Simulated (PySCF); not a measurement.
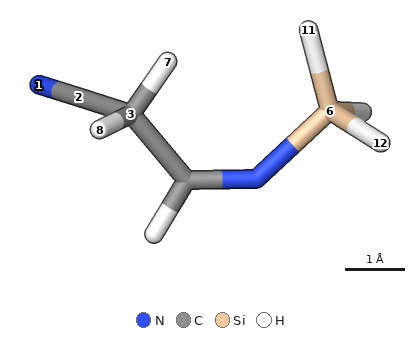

Figure 1. The starting structure (stick view, seen at a tilt; atoms are numbered from 1 in the order of the input).

Geometry relaxation, with input and output: C3H6N2Si

C3H6N2Si, computed with PBE0-D3(BJ)/def2-SVP geometry optimisation, gas phase (PySCF 2.14.0).

It belongs to a series of runs on one base structure; here: constitutional isomer.

**What the program printed**
```
step   0  E = -516.22904607  max force = 0.114395
step   1  E = -516.24204928  max force = 0.017322
step   2  E = -516.24255169  max force = 0.003594
step   3  E = -516.24241621  max force = 0.006302
step   4  E = -516.24265953  max force = 0.001914
step   5  E = -516.24271276  max force = 0.001795
step   6  E = -516.24277885  max force = 0.001174
step   7  E = -516.24283104  max force = 0.001359
step   8  E = -516.24289361  max force = 0.001133
step   9  E = -516.24294508  max force = 0.001009
step  10  E = -516.24295539  max force = 0.000535
step  11  E = -516.24296190  max force = 0.000233
optimisation converged
```

**Trajectory as extended XYZ (Å, eV, eV/Å), 12 frames, from step=0 to step=11**
```
12
Properties=species:S:1:pos:R:3:forces:R:3 step=0 energy=-14047.30785
N    -2.4192    2.2758   -0.0788   -2.8208   5.8824  -1.4308
C    -1.9500    1.2953    0.1557    2.2851  -5.0235   1.3198
C    -1.3245    0.0393    0.4294    2.3090   0.3744   0.1825
C    -0.5270   -0.4286   -0.7986   -4.1332   0.3238   0.4795
N     0.6635   -0.5957   -0.9209    3.2653  -0.3812  -0.3463
Si    2.0734   -0.3846    0.0517   -0.2008  -0.3859   0.0824
H    -0.6013    0.1631    1.2730   -0.5085  -0.0725  -0.2053
H    -2.0585   -0.6857    0.6938   -0.8868  -0.9602   0.3247
H    -1.2039   -0.6341   -1.6341   -0.3019  -0.1030  -0.5535
H     2.8524    0.5706   -0.7060    0.6642   0.5122  -0.3031
H     1.8963    0.0936    1.4414   -0.0934   0.1602   0.3629
H     2.6386   -1.7375    0.0844    0.4220  -0.3267   0.0872
12
Properties=species:S:1:pos:R:3:forces:R:3 step=1 energy=-14047.66168
N    -2.6164    2.0805    0.0272    0.2079  -0.5919   0.1445
C    -2.1315    1.0525    0.2697   -0.2509   0.7013  -0.1682
C    -1.4670   -0.2143    0.5256   -0.3910  -0.3727   0.1043
C    -0.7694   -0.7328   -0.7194    0.8907   0.0154  -0.0750
N     0.4718   -0.9292   -0.8605   -0.6501  -0.0445  -0.1113
Si    1.9097   -0.7365    0.1040    0.0295   0.1089   0.1130
H    -0.7656   -0.0969    1.3623    0.0863   0.0019   0.0420
H    -2.2365   -0.9614    0.8302    0.2206   0.2500  -0.0486
H    -1.4490   -0.9276   -1.5712   -0.0296  -0.0206   0.0095
H     2.7969    0.2306   -0.6067   -0.0745  -0.0115   0.0048
H     1.6668   -0.2333    1.5009    0.0379  -0.0184  -0.0092
H     2.5962   -2.0573    0.1812   -0.0767  -0.0179  -0.0058
12
Properties=species:S:1:pos:R:3:forces:R:3 step=2 energy=-14047.67535
N    -2.6607    2.0604    0.0291    0.0211  -0.1534   0.0419
C    -2.1469    1.0502    0.2677   -0.0044   0.1722  -0.0505
C    -1.4576   -0.2068    0.5232   -0.0414  -0.0661   0.0599
C    -0.7510   -0.7191   -0.7244    0.1410  -0.0450  -0.0611
N     0.4801   -0.9258   -0.8731   -0.1848  -0.0213  -0.0441
Si    1.9068   -0.7383    0.1084    0.0765   0.0387   0.0814
H    -0.7476   -0.0765    1.3544    0.0021   0.0219  -0.0064
H    -2.2091   -0.9543    0.8385    0.0513   0.0293  -0.0144
H    -1.4373   -0.9260   -1.5686   -0.0357   0.0287  -0.0127
H     2.7966    0.2233   -0.6004   -0.0155   0.0099   0.0021
H     1.6678   -0.2405    1.5066    0.0099  -0.0027  -0.0040
H     2.5652   -2.0723    0.1820   -0.0201  -0.0123   0.0080
12
Properties=species:S:1:pos:R:3:forces:R:3 step=3 energy=-14047.67167
N    -2.6740    2.0389    0.0590   -0.0984   0.1344  -0.0301
C    -2.1293    1.0432    0.2772    0.1051  -0.1622   0.0483
C    -1.4183   -0.2073    0.5119   -0.1278   0.1078  -0.0901
C    -0.7540   -0.7231   -0.7597   -0.0872   0.0758   0.3241
N     0.4738   -0.9313   -0.8974    0.1930  -0.1089  -0.2399
Si    1.8776   -0.7305    0.1204    0.0528  -0.0352  -0.0247
H    -0.6761   -0.0656    1.3138   -0.0303   0.0083  -0.0496
H    -2.1479   -0.9545    0.8599   -0.0706  -0.0776   0.0463
H    -1.4568   -0.9290   -1.5919    0.0418   0.0361   0.0011
H     2.7776    0.2269   -0.5785    0.0125   0.0116   0.0027
H     1.6121   -0.2236    1.5095   -0.0025   0.0072  -0.0003
H     2.5216   -2.0698    0.2192    0.0117   0.0026   0.0122
12
Properties=species:S:1:pos:R:3:forces:R:3 step=4 energy=-14047.67829
N    -2.6976    2.0364    0.0445   -0.0588   0.0649  -0.0116
C    -2.1491    1.0441    0.2715    0.0677  -0.0874   0.0127
C    -1.4358   -0.2024    0.5175    0.0094   0.0629  -0.0357
C    -0.7461   -0.7143   -0.7422   -0.0953   0.0045   0.0984
N     0.4814   -0.9271   -0.8906    0.0712  -0.0341  -0.0666
Si    1.8970   -0.7373    0.1145    0.0198  -0.0202  -0.0015
H    -0.7094   -0.0573    1.3322   -0.0102   0.0139  -0.0128
H    -2.1684   -0.9547    0.8521   -0.0311  -0.0547   0.0214
H    -1.4442   -0.9180   -1.5787    0.0165   0.0334  -0.0104
H     2.7953    0.2192   -0.5883    0.0083   0.0063   0.0003
H     1.6466   -0.2346    1.5080   -0.0061   0.0072  -0.0004
H     2.5366   -2.0797    0.2028    0.0085   0.0033   0.0063
12
Properties=species:S:1:pos:R:3:forces:R:3 step=5 energy=-14047.67974
N    -2.7300    2.0207    0.0437   -0.0343   0.0430  -0.0071
C    -2.1631    1.0386    0.2710    0.0329  -0.0613   0.0056
C    -1.4345   -0.1981    0.5195    0.0335   0.0317  -0.0144
C    -0.7414   -0.7069   -0.7391   -0.0923   0.0086   0.0191
N     0.4851   -0.9241   -0.8935    0.0630  -0.0177  -0.0041
Si    1.9030   -0.7417    0.1121   -0.0052  -0.0130  -0.0020
H    -0.7098   -0.0425    1.3335   -0.0056   0.0103  -0.0038
H    -2.1589   -0.9589    0.8560   -0.0086  -0.0321   0.0155
H    -1.4395   -0.9013   -1.5778    0.0071   0.0208  -0.0084
H     2.8064    0.2109   -0.5902    0.0064   0.0000  -0.0009
H     1.6530   -0.2355    1.5045   -0.0040   0.0054  -0.0004
H     2.5359   -2.0870    0.2036    0.0073   0.0045   0.0009
12
Properties=species:S:1:pos:R:3:forces:R:3 step=6 energy=-14047.68153
N    -2.8040    1.9798    0.0491    0.0121   0.0085  -0.0021
C    -2.1940    1.0227    0.2734   -0.0311  -0.0151   0.0024
C    -1.4244   -0.1880    0.5218    0.0356  -0.0112   0.0025
C    -0.7332   -0.6883   -0.7403   -0.0432   0.0029  -0.0538
N     0.4917   -0.9150   -0.9027    0.0272   0.0018   0.0604
Si    1.9101   -0.7495    0.1085   -0.0322   0.0014  -0.0081
H    -0.6970   -0.0058    1.3273    0.0036   0.0055   0.0053
H    -2.1232   -0.9691    0.8712    0.0207   0.0006   0.0061
H    -1.4333   -0.8669   -1.5808   -0.0001   0.0084  -0.0046
H     2.8287    0.1909   -0.5907    0.0038  -0.0065  -0.0024
H     1.6581   -0.2349    1.4976    0.0000   0.0013  -0.0005
H     2.5268   -2.1017    0.2088    0.0036   0.0022  -0.0053
12
Properties=species:S:1:pos:R:3:forces:R:3 step=7 energy=-14047.68296
N    -2.8657    1.9422    0.0595    0.0357  -0.0066  -0.0018
C    -2.2211    1.0066    0.2789   -0.0608   0.0053   0.0058
C    -1.4132   -0.1795    0.5229    0.0174  -0.0249   0.0064
C    -0.7279   -0.6713   -0.7451    0.0099  -0.0009  -0.0654
N     0.4958   -0.9057   -0.9109   -0.0074   0.0108   0.0699
Si    1.9125   -0.7552    0.1058   -0.0305   0.0054  -0.0116
H    -0.6801    0.0273    1.3171    0.0073   0.0038   0.0060
H    -2.0844   -0.9784    0.8878    0.0275   0.0149   0.0009
H    -1.4297   -0.8369   -1.5868   -0.0029   0.0013  -0.0014
H     2.8472    0.1707   -0.5917    0.0007  -0.0070  -0.0024
H     1.6599   -0.2316    1.4915    0.0026  -0.0012  -0.0006
H     2.5129   -2.1141    0.2142    0.0005  -0.0009  -0.0058
12
Properties=species:S:1:pos:R:3:forces:R:3 step=8 energy=-14047.68466
N    -2.9379    1.8961    0.0739    0.0379  -0.0114  -0.0032
C    -2.2562    0.9858    0.2877   -0.0583   0.0094   0.0110
C    -1.3996   -0.1673    0.5241   -0.0071  -0.0164   0.0039
C    -0.7230   -0.6485   -0.7521    0.0533  -0.0096  -0.0425
N     0.4993   -0.8920   -0.9188   -0.0349   0.0131   0.0489
Si    1.9142   -0.7632    0.1023   -0.0116   0.0034  -0.0140
H    -0.6586    0.0722    1.3016    0.0066   0.0039   0.0019
H    -2.0319   -0.9875    0.9109    0.0196   0.0156  -0.0015
H    -1.4266   -0.8014   -1.5945   -0.0034   0.0007   0.0001
H     2.8691    0.1430   -0.5935   -0.0020  -0.0034  -0.0015
H     1.6657   -0.2313    1.4857    0.0036  -0.0025  -0.0003
H     2.4918   -2.1316    0.2160   -0.0038  -0.0029  -0.0029
12
Properties=species:S:1:pos:R:3:forces:R:3 step=9 energy=-14047.68606
N    -3.0286    1.8350    0.0900    0.0152  -0.0031  -0.0054
C    -2.3032    0.9583    0.2994   -0.0214  -0.0024   0.0135
C    -1.3851   -0.1487    0.5265   -0.0182   0.0041  -0.0007
C    -0.7166   -0.6174   -0.7587    0.0519  -0.0158  -0.0143
N     0.5031   -0.8723   -0.9257   -0.0335   0.0120   0.0215
Si    1.9183   -0.7758    0.0971    0.0063  -0.0031  -0.0144
H    -0.6372    0.1354    1.2824    0.0027   0.0039  -0.0024
H    -1.9643   -0.9938    0.9408    0.0042   0.0036   0.0014
H    -1.4220   -0.7558   -1.6019   -0.0013   0.0034   0.0002
H     2.8971    0.1056   -0.5974   -0.0028   0.0011  -0.0006
H     1.6818   -0.2383    1.4804    0.0019  -0.0012   0.0001
H     2.4629   -2.1578    0.2105   -0.0050  -0.0026   0.0010
12
Properties=species:S:1:pos:R:3:forces:R:3 step=10 energy=-14047.68634
N    -3.1808    1.7164    0.1180   -0.0119   0.0006  -0.0024
C    -2.3812    0.9051    0.3202    0.0275  -0.0016   0.0073
C    -1.3629   -0.1138    0.5313   -0.0225   0.0080   0.0028
C    -0.7044   -0.5628   -0.7664    0.0206  -0.0204  -0.0011
N     0.5103   -0.8370   -0.9359   -0.0145   0.0136  -0.0004
Si    1.9275   -0.7979    0.0862    0.0139  -0.0086  -0.0093
H    -0.6129    0.2488    1.2511   -0.0003   0.0030  -0.0038
H    -1.8482   -0.9949    0.9888   -0.0075  -0.0052   0.0057
H    -1.4121   -0.6753   -1.6115    0.0019   0.0055  -0.0018
H     2.9435    0.0412   -0.6068   -0.0024   0.0042  -0.0002
H     1.7145   -0.2532    1.4706   -0.0014   0.0014  -0.0005
H     2.4128   -2.2023    0.1976   -0.0034  -0.0005   0.0036
12
Properties=species:S:1:pos:R:3:forces:R:3 step=11 energy=-14047.68652
N    -3.1435    1.7477    0.1110   -0.0051   0.0005  -0.0024
C    -2.3624    0.9192    0.3160    0.0081  -0.0003   0.0038
C    -1.3694   -0.1233    0.5314   -0.0085   0.0024  -0.0001
C    -0.7077   -0.5767   -0.7636    0.0120  -0.0049  -0.0009
N     0.5082   -0.8453   -0.9327   -0.0073   0.0078   0.0039
Si    1.9265   -0.7928    0.0875    0.0050  -0.0055  -0.0066
H    -0.6190    0.2198    1.2602    0.0013   0.0001  -0.0019
H    -1.8792   -0.9959    0.9785   -0.0021  -0.0020   0.0019
H    -1.4144   -0.6935   -1.6090   -0.0011   0.0004   0.0013
H     2.9325    0.0570   -0.6071   -0.0013   0.0013  -0.0004
H     1.7093   -0.2496    1.4718    0.0005   0.0007   0.0000
H     2.4253   -2.1924    0.1993   -0.0016  -0.0004   0.0014
```

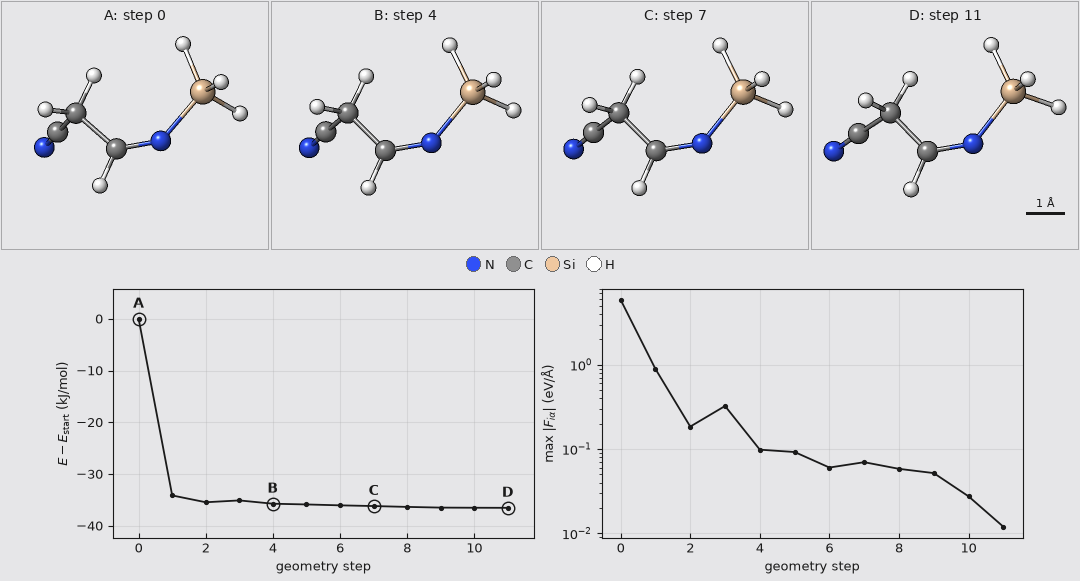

Figure 2. Frames of the relaxation (ball-and-stick view, seen at a tilt) above the curves, on which the letters mark them (steps are counted from 0).

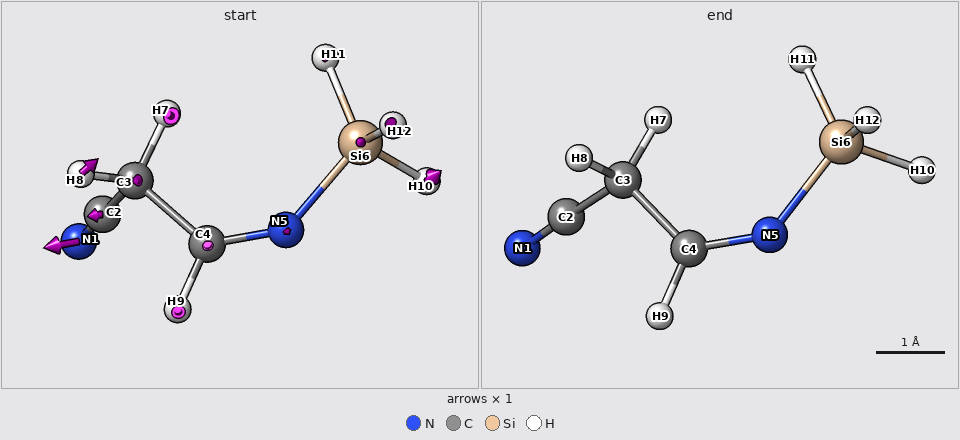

Figure 3. Before (left) and after (right) the relaxation, at one scale (ball-and-stick view, seen at a tilt). The pink arrows give the displacements, at true length. The atom that moves furthest after the best rigid fit is N1 (0.59 Å). Largest moves by element: N 0.59 Å, H 0.39 Å, C 0.25 Å, Si 0.13 Å. Among the contacts that change: C4–N5 1.208 → 1.257 Å, N1–C2 1.112 → 1.157 Å, Si6–H10 1.447 → 1.489 Å, C3–H8 1.065 → 1.105 Å. Among the angles that change: N5–Si6–H12 102.4° → 106.7°, H10–Si6–H12 114.4° → 110.2°, N5–Si6–H10 103.0° → 107.0°. After 11 geometry steps the energy has fallen by 36.5 kJ/mol. Largest force component: 5.9 eV/Å at the start, 0.012 eV/Å at the end. (Atoms are counted from 1 in the order of the input.)

This output came from the following input.

**Input file**
```
{"job": {"xc": "PBE0", "basis": "def2-SVP", "d3": "d3bj", "grid": 1, "shake": 0.01, "kind": "geom"}, "charge": 0, "multiplicity": 1}
N     -2.419230     2.275820    -0.078760
C     -1.950030     1.295330     0.155690
C     -1.324460     0.039300     0.429410
C     -0.527040    -0.428610    -0.798600
N      0.663510    -0.595700    -0.920900
Si     2.073350    -0.384560     0.051660
H     -0.601340     0.163120     1.272980
H     -2.058540    -0.685670     0.693800
H     -1.203870    -0.634080    -1.634130
H      2.852370     0.570590    -0.705970
H      1.896350     0.093640     1.441390
H      2.638640    -1.737470     0.084400
```

The first line tells a small driver script what to run in PySCF; the rest is the geometry in Å.

Launch command:
```bash
OMP_NUM_THREADS=1 python <driver script> task.json out
```

**Summary**

```csv
quantity,value
outcome,converged
total energy,−516.242962 hartree
dipole moment,3.07 D
point group,C1
hardware,"1 CPU thread, shared host"
wall time,68 s
peak memory,0.5 GiB
```
